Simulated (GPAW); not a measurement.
## Screening of a field by Mo2CO2 MXene monolayer

How does Mo2CO2 MXene monolayer screen a perpendicular field?

Calculated with GPAW 26.7.0; GPAW, PAW setups; layer in a repeated cell with vacuum, relaxation of atoms and in-plane cell, in the first sound run; inputs show where later runs differ.

### 1. The structure

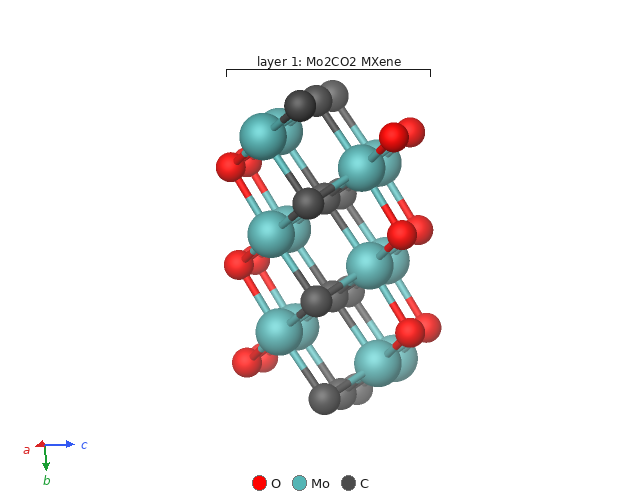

Start, viewed from the side, with the c axis across the page; oxygen red, molybdenum teal, carbon dark grey. 2×3×1 cells are drawn. Some periodic images of atoms are drawn too.

The cell holds 5 atoms: 2 O, 2 Mo and 1 C. Cell: a = 3.025 Å, b = 3.025 Å, c = 22.519 Å, α = 90.0°, β = 90.0°, γ = 120.0°. Vacuum lies along c.

Structure file:

```cif
data_structure
_symmetry_space_group_name_H-M 'P 1'
_symmetry_Int_Tables_number 1
_cell_length_a 3.0247
_cell_length_b 3.0247
_cell_length_c 22.5190
_cell_angle_alpha 90.000
_cell_angle_beta 90.000
_cell_angle_gamma 120.000
_cell_volume 178.42
loop_
_atom_site_label
_atom_site_type_symbol
_atom_site_fract_x
_atom_site_fract_y
_atom_site_fract_z
_atom_site_occupancy
O1 O 0.33333 0.66667 0.39966 1
Mo2 Mo 0.66667 0.33333 0.44700 1
C3 C 0.00000 0.00000 0.50000 1
Mo4 Mo 0.33333 0.66667 0.55300 1
O5 O 0.66667 0.33333 0.60034 1
```

### 2. Relaxation

Forces are removed first; all later runs use this geometry.

Input file run.py:

```python
import json
import numpy as np
from ase import Atoms
from ase.filters import FrechetCellFilter
from ase.optimize import BFGS
from gpaw import GPAW, PW

slab = Atoms(
    ['O', 'Mo', 'C', 'Mo', 'O'],
    positions=[
        [-0.00000, 1.74633, 9.00000],
        [1.51237, 0.87317, 10.06604],
        [0.00000, 0.00000, 11.25952],
        [-0.00000, 1.74633, 12.45300],
        [1.51237, 0.87317, 13.51904]],
    cell=[[3.02474, 0.0, 0.0], [-1.51237, 2.6195, 0.0], [0.0, 0.0, 22.519]],
    pbc=[True, True, True])

slab.calc = GPAW(mode=PW(600), xc='PBE', kpts={'size': (12, 12, 1), 'gamma': True},
                 occupations={'name': 'fermi-dirac', 'width': 0.05}, nbands='160%',
                 convergence={'density': 1e-05}, maxiter=200,
                 symmetry={'tolerance': 1e-3}, txt='slab.txt')
result = {}
# The in-plane cell is free; stress needs a cell that repeats along all three vectors
path = []
opt = BFGS(FrechetCellFilter(slab, mask=[1, 1, 0, 0, 0, 1]), maxstep=0.2)
opt.attach(lambda: path.append((slab.get_potential_energy(), slab.positions.tolist(), slab.get_forces().tolist())))
result['relaxed'] = bool(opt.run(fmax=0.02, steps=45))
result['path'] = path
result['cell'] = slab.cell.tolist()
print('in-plane lattice', slab.cell.cellpar().round(4)[[0, 1, 5]])
energy = slab.get_potential_energy()
fermi = slab.calc.get_fermi_level()
v = slab.calc.get_electrostatic_potential().mean((0, 1)) - fermi
n = slab.calc.get_pseudo_density().mean((0, 1))
L = slab.cell[2, 2]
z = np.arange(len(v)) * L / len(v)
low, high = slab.positions[:, 2].min(), slab.positions[:, 2].max()
below, above = np.interp([low - 6.8, high + 6.8], z, v)
slopes = [np.interp(x, z, np.gradient(v, z)) for x in (low - 6.8, high + 6.8)]
eps = np.array([[slab.calc.get_eigenvalues(k, s) for k in range(len(slab.calc.get_ibz_k_points()))]
                for s in range(slab.calc.get_number_of_spins())]) - fermi
top, bottom = eps[eps < 0].max(), eps[eps > 0].min()
dipole = slab.get_dipole_moment()[2]
print(f'energy {energy:.4f} eV, Fermi level {fermi:.4f} eV, dipole {dipole:.5f} e A')
print(f'potential 6.8 A off the faces, from the Fermi level: lower {below:.4f} eV, upper {above:.4f} eV')
print(f'slope of the potential there: lower {slopes[0]:.5f}, upper {slopes[1]:.5f} eV/A')
print(f'nearest levels on the mesh: {top:.4f} and {bottom:.4f} eV')
print('magnetic moment', round(slab.get_magnetic_moment(), 3))
result.update(energy=energy, fermi=fermi, dipole=dipole, below=below, above=above, slopes=slopes, edges=[top, bottom],
              z=z.tolist(), v=v.tolist(), n=n.tolist(), positions=slab.positions.tolist(),
              forces=slab.get_forces(apply_constraint=False).tolist(), moments=slab.get_magnetic_moments().tolist())
json.dump(result, open('result.json', 'w'))
```

The run is started by

```console
$ OMP_NUM_THREADS=1 OPENBLAS_NUM_THREADS=1 python run.py
```

Output:

```text
Step          Energy          fmax
BFGS:    0      -46.318360        1.431532
BFGS:    1      -46.404141        0.970300
BFGS:    2      -46.462646        0.371143
BFGS:    3      -46.469224        0.268155
BFGS:    4      -46.478853        0.218540
BFGS:    5      -46.502922        0.269956
BFGS:    6      -46.512153        0.163128
BFGS:    7      -46.514370        0.057167
BFGS:    8      -46.513926        0.047810
BFGS:    9      -46.513275        0.024805
BFGS:   10      -46.513137        0.009738
in-plane lattice [  3.072   3.072 120.   ]
energy -46.5055 eV, Fermi level -1.3420 eV, dipole 0.00063 e A
potential 6.8 A off the faces, from the Fermi level: lower 6.3558 eV, upper 6.3531 eV
slope of the potential there: lower 0.00068, upper 0.00051 eV/A
nearest levels on the mesh: -0.1317 and 0.0318 eV
magnetic moment 0.0
```

The job ended after 14 min (1 thread of Arm Neoverse V1, shared host; peak memory 0.44 GiB).

This run has no spin polarisation, although Mo can carry a moment.

Numbers from this step:

```
dipole along the normal                    : 6.31e-4 e·Å
levels nearest the Fermi level on the mesh : -0.1317, 0.03175 eV from the Fermi level
```

Electrostatic potential energy of an electron (without an applied field's), less the Fermi level, planar mean against z:

```
z (Å)  electrostatic potential energy of an electron (without an applied field's), less the Fermi level, planar mean (eV)
  0.0                                                                                                                6.35
  2.5                                                                                                                6.36
  5.0                                                                                                                6.36
  7.5                                                                                                                6.25
 10.0                                                                                                               -24.1
 12.5                                                                                                               -24.5
 15.0                                                                                                                6.24
 17.5                                                                                                                6.35
 20.0                                                                                                                6.35
```

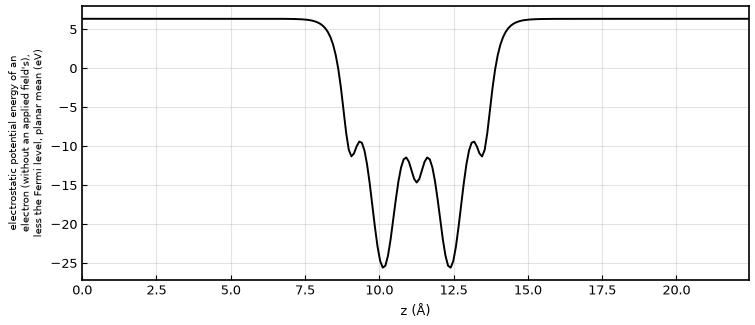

Electrostatic potential energy of an electron (without an applied field's), less the Fermi level, planar mean against z.

The pseudo valence density, planar mean oscillates, so the rows of the table below give means over windows of 1.23 Å about each position, cut where the curve ends. Its maxima inside the range that stand out by 2 % of the span (Å: e/Å³): 9.0: 0.917, 10.2: 1.70, 12.3: 1.70, 13.5: 0.917. Its minima: 9.5: 0.732, 11.3: 0.661, 13.0: 0.732.

The pseudo valence density, planar mean by z; means over each step:

```
z (Å)  pseudo valence density, planar mean (e/Å³)
 5.54                                      1.5e-5
 6.77                                     0.00107
 8.00                                       0.109
 9.22                                       0.825
10.46                                        1.15
11.69                                       0.880
12.92                                        1.08
14.14                                       0.328
15.38                                     0.00437
16.61                                      5.5e-5
```

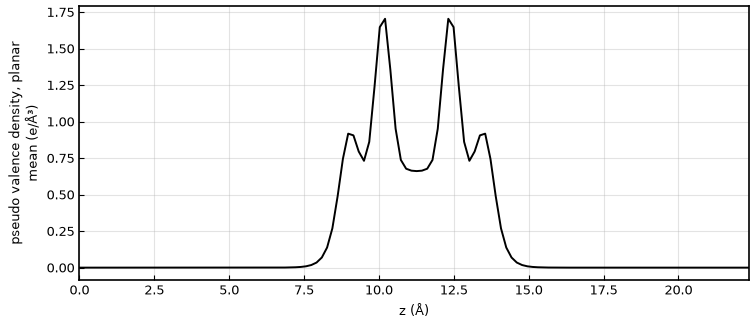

Pseudo valence density, planar mean against z.

The relaxation lowered the energy of the cell by 0.205 eV (energies extrapolated to zero smearing; the optimiser's log prints free energies). The largest force left on a free atom is 0.0097 eV/Å.

### 3. Plane waves, PBE

With the geometry fixed, the planar mean of the potential gives the vacuum level on each side.

This step: GPAW, PAW setups; slab in vacuum (GPAW 26.7.0).

run.py: that of step 2 with these lines changed.

```diff
@@ -3,4 +3,2 @@
 from ase import Atoms
-from ase.filters import FrechetCellFilter
-from ase.optimize import BFGS
 from gpaw import GPAW, PW
@@ -10,23 +8,16 @@
     positions=[
-        [-0.00000, 1.74633, 9.00000],
-        [1.51237, 0.87317, 10.06604],
-        [0.00000, 0.00000, 11.25952],
-        [-0.00000, 1.74633, 12.45300],
-        [1.51237, 0.87317, 13.51904]],
-    cell=[[3.02474, 0.0, 0.0], [-1.51237, 2.6195, 0.0], [0.0, 0.0, 22.519]],
-    pbc=[True, True, True])
+        [-0.00000, 1.77363, 9.00000],
+        [1.53601, 0.88682, 10.12546],
+        [-0.00000, 0.00000, 11.25008],
+        [-0.00000, 1.77363, 12.37470],
+        [1.53601, 0.88682, 13.50016]],
+    cell=[[3.07202, 0.0, 0.0], [-1.53601, 2.66044, 0.0], [0.0, 0.0, 22.5002]],
+    pbc=[True, True, False])
 
-slab.calc = GPAW(mode=PW(600), xc='PBE', kpts={'size': (12, 12, 1), 'gamma': True},
+slab.calc = GPAW(mode=PW(500), xc='PBE', kpts={'size': (12, 12, 1), 'gamma': True},
                  occupations={'name': 'fermi-dirac', 'width': 0.05}, nbands='160%',
                  convergence={'density': 1e-05}, maxiter=200,
+                 poissonsolver={'dipolelayer': 'xy'},
                  symmetry={'tolerance': 1e-3}, txt='slab.txt')
 result = {}
-# The in-plane cell is free; stress needs a cell that repeats along all three vectors
-path = []
-opt = BFGS(FrechetCellFilter(slab, mask=[1, 1, 0, 0, 0, 1]), maxstep=0.2)
-opt.attach(lambda: path.append((slab.get_potential_energy(), slab.positions.tolist(), slab.get_forces().tolist())))
-result['relaxed'] = bool(opt.run(fmax=0.02, steps=45))
-result['path'] = path
-result['cell'] = slab.cell.tolist()
-print('in-plane lattice', slab.cell.cellpar().round(4)[[0, 1, 5]])
 energy = slab.get_potential_energy()
```

Output:

```text
energy -45.8174 eV, Fermi level -1.3326 eV, dipole -0.00054 e A
potential 6.8 A off the faces, from the Fermi level: lower 6.3440 eV, upper 6.3574 eV
slope of the potential there: lower -0.00084, upper 0.00084 eV/A
nearest levels on the mesh: -0.1321 and 0.0319 eV
magnetic moment 0.0
```

Elapsed: 54 s, on 1 thread; peak memory 0.25 GiB.

Numbers from this step:

- dipole along the normal: -5.43e-4 e·Å
- levels nearest the Fermi level on the mesh: -0.1321, 0.03194 eV from the Fermi level
- upper work function: 6.357 eV
- lower work function: 6.344 eV

Table of electrostatic potential energy of an electron (without an applied field's), less the Fermi level, planar mean by z:

```
z (Å)  electrostatic potential energy of an electron (without an applied field's), less the Fermi level, planar mean (eV)
    0                                                                                                                6.35
    2                                                                                                                6.34
    4                                                                                                                6.34
    6                                                                                                                6.34
    8                                                                                                                5.69
   10                                                                                                               -24.3
   12                                                                                                               -18.2
   14                                                                                                                2.04
   16                                                                                                                6.35
   18                                                                                                                6.36
   20                                                                                                                6.36
   22                                                                                                                6.36
```

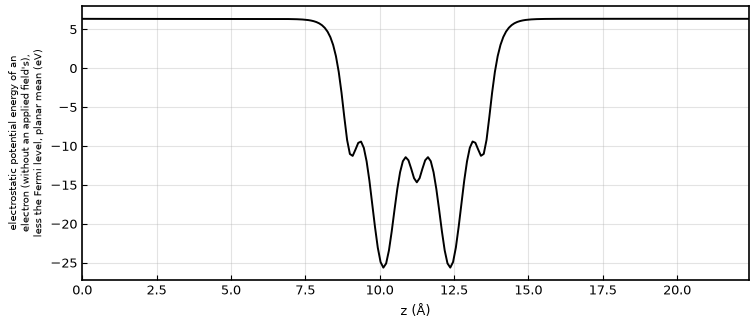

Electrostatic potential energy of an electron (without an applied field's), less the Fermi level, planar mean, plotted against z.

The pseudo valence density, planar mean oscillates, so the rows of the table below give means over windows of 1.13 Å about each position, cut where the curve ends. Its maxima inside the range that stand out by 2 % of the span (Å: e/Å³): 9.0: 0.928, 10.1: 1.74, 12.4: 1.74, 13.5: 0.928. Its minima: 9.6: 0.753, 11.3: 0.661, 12.9: 0.753.

The pseudo valence density, planar mean by z; means over each step:

```
z (Å)  pseudo valence density, planar mean (e/Å³)
 6.21                                      1.5e-4
 7.34                                     0.00887
 8.47                                       0.402
 9.60                                        1.07
10.73                                       0.936
11.86                                        1.02
12.99                                       1.000
14.12                                       0.327
15.25                                     0.00613
16.38                                      1.1e-4
```

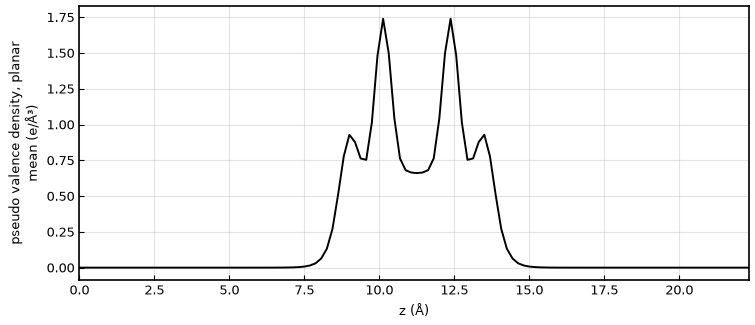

Pseudo valence density, planar mean against z.

The potential is flat to 8.4e-4 eV/Å where it is read, so the vacuum is wide enough.

### 4. Field on

A uniform field along the normal polarises the slab; the atoms stay fixed, so this is the electronic response alone.

run.py: that of step 3 with these lines changed.

```diff
@@ -4,2 +4,3 @@
 from gpaw import GPAW, PW
+from gpaw.external import ConstantElectricField
 
@@ -20,2 +21,3 @@
                  poissonsolver={'dipolelayer': 'xy'},
+                 external=ConstantElectricField(-0.2, [0, 0, 1]),
                  symmetry={'tolerance': 1e-3}, txt='slab.txt')
```

Output:

```text
energy -45.8225 eV, Fermi level -1.3333 eV, dipole -0.04981 e A
potential 6.8 A off the faces, from the Fermi level: lower 5.8002 eV, upper 6.9030 eV
slope of the potential there: lower -0.00083, upper 0.00083 eV/A
nearest levels on the mesh: -0.1322 and 0.0319 eV
magnetic moment 0.0
```

The job ended after 3.6 min (1 thread; peak memory 0.54 GiB).

Numbers from this step:

```
dipole along the normal                                         : -0.04981 e·Å
levels nearest the Fermi level on the mesh                      : -0.1322, 0.03194 eV from the Fermi level
potential below the slab, the applied field's own ramp left out : 5.800 eV from the Fermi level
potential above the slab, the applied field's own ramp left out : 6.903 eV from the Fermi level
```

The electrostatic potential energy of an electron (without an applied field's), less the Fermi level, planar mean by z:

```
z (Å)  electrostatic potential energy of an electron (without an applied field's), less the Fermi level, planar mean (eV)
    0                                                                                                                6.35
    2                                                                                                                5.80
    4                                                                                                                5.80
    6                                                                                                                5.80
    8                                                                                                                5.16
   10                                                                                                               -24.5
   12                                                                                                               -18.0
   14                                                                                                                2.52
   16                                                                                                                6.90
   18                                                                                                                6.90
   20                                                                                                                6.90
   22                                                                                                                6.90
```

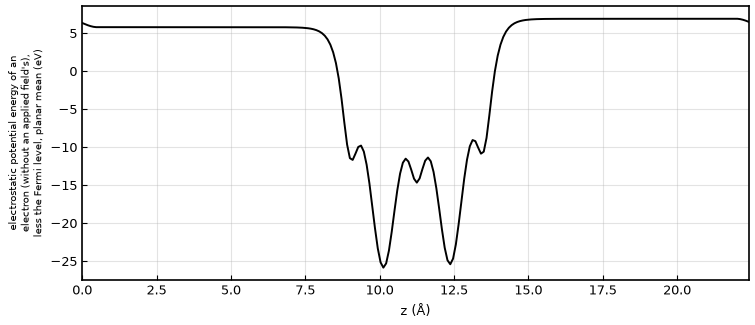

Electrostatic potential energy of an electron (without an applied field's), less the Fermi level, planar mean against z.

Force by atom:

```
atom  x (eV/Å)  y (eV/Å)  z (eV/Å)    size
  O1   -0.0015    0.0009    0.0587  0.0587
 Mo2    0.0004   -0.0003   -0.0553  0.0553
  C3    0.0000    0.0001    0.0113  0.0113
 Mo4   -0.0004    0.0002   -0.0676  0.0676
  O5    0.0015   -0.0009    0.0524  0.0524
```

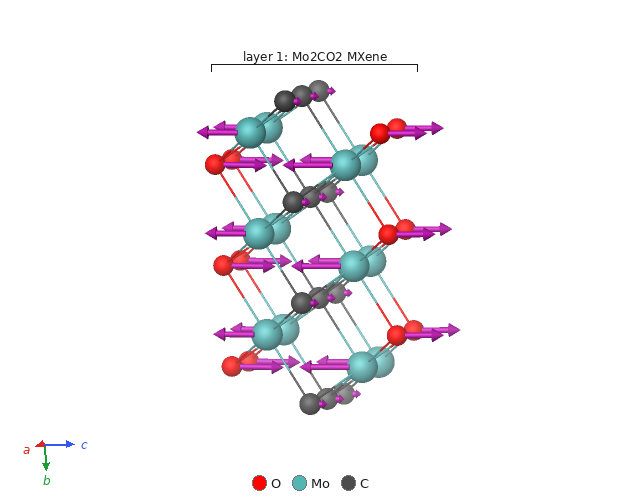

Force as arrows, the longest 0.0676 eV/Å. 2×3×1 cells are drawn. Some periodic images of atoms are drawn too.

The dipole is now -0.0498 e Å, against -5.4e-4 in the run without a field.

### 5. Field on

run.py: that of step 4 with these lines changed.

```diff
@@ -21,3 +21,3 @@
                  poissonsolver={'dipolelayer': 'xy'},
-                 external=ConstantElectricField(-0.2, [0, 0, 1]),
+                 external=ConstantElectricField(-0.1, [0, 0, 1]),
                  symmetry={'tolerance': 1e-3}, txt='slab.txt')
```

Output:

```text
energy -45.8187 eV, Fermi level -1.3327 eV, dipole -0.02491 e A
potential 6.8 A off the faces, from the Fermi level: lower 6.0750 eV, upper 6.6265 eV
slope of the potential there: lower -0.00083, upper 0.00083 eV/A
nearest levels on the mesh: -0.1321 and 0.0319 eV
magnetic moment 0.0
```

The job ended after 3.6 min (1 thread; peak memory 0.54 GiB).

Numbers from this step:

```yaml
dipole_along_the_normal: -0.02491 e·Å
levels_nearest_the_fermi_level_on_the_mesh: -0.1321, 0.03194 eV from the Fermi level
potential_below_the_slab_the_applied_field_s_own_ramp_left_out: 6.075 eV from the Fermi level
potential_above_the_slab_the_applied_field_s_own_ramp_left_out: 6.626 eV from the Fermi level
```

Table of electrostatic potential energy of an electron (without an applied field's), less the Fermi level, planar mean by z:

```
z (Å)  electrostatic potential energy of an electron (without an applied field's), less the Fermi level, planar mean (eV)
    0                                                                                                                6.35
    1                                                                                                                6.08
    2                                                                                                                6.08
    3                                                                                                                6.07
    4                                                                                                                6.07
    5                                                                                                                6.07
    6                                                                                                                6.07
    7                                                                                                                6.05
    8                                                                                                                5.43
    9                                                                                                               -11.2
   10                                                                                                               -24.4
   11                                                                                                               -12.2
   12                                                                                                               -18.1
   13                                                                                                               -10.6
   14                                                                                                                2.28
   15                                                                                                                6.51
   16                                                                                                                6.62
   17                                                                                                                6.62
   18                                                                                                                6.63
   19                                                                                                                6.63
   20                                                                                                                6.63
   21                                                                                                                6.63
   22                                                                                                                6.63
```

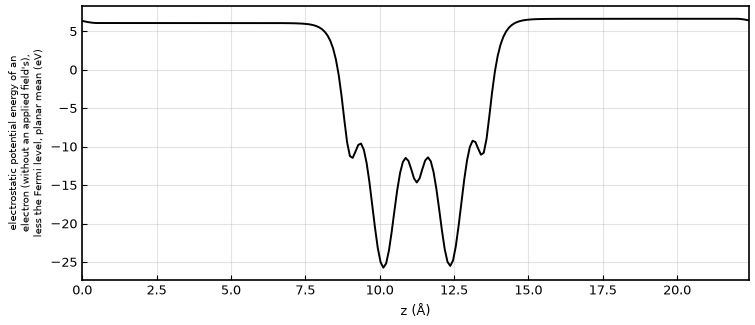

Electrostatic potential energy of an electron (without an applied field's), less the Fermi level, planar mean against z.

The dipole is now -0.0249 e Å, against -5.4e-4 in the run without a field.

(Part 1 of 2 ends here.)

[Logs are printed without paths, hosts, clocks, repeated set-up lines and the standing remarks that a program may print on its own settings, such as how far it seeks lower states.]

[Hosts, paths, dates, database ids (printed as entryN), source tags and the programs' standing remarks are cut or masked in the printed files.]
